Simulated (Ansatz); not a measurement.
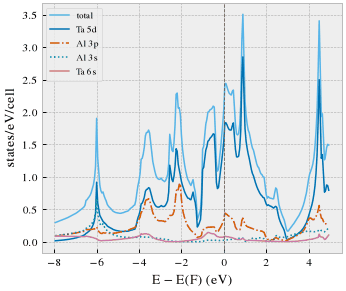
*Total and projected density of states of TaAl (CsCl type, Pm-3m), the program Ansatz at the PBE level (PAW)*

Which orbitals carry the states next to the Fermi level?

Within 0.5 eV of the Fermi level: Ta 5d 77 %, Al 3p 15 %. Projections are on Löwdin-orthogonalised atomic valence shells; empty p or d shells of many metals are not among them.

Where is the tallest occupied peak in this window, and what makes it?

Near -2.2 eV, about 2.3 states/eV per cell; the largest projected share is Ta 5d.

The start of the workflow was typed in or built on a structure type; neither database checked (COD, Materials Project) lists it. Whether it is the stable phase at ambient conditions was not checked. Symmetry was held in the PBE relaxation; its stability against distortions is not shown here. The run is not spin-polarised. Spin–orbit coupling is left out wherever it is not named.

Potentials: the later of the program's two PAW sets.
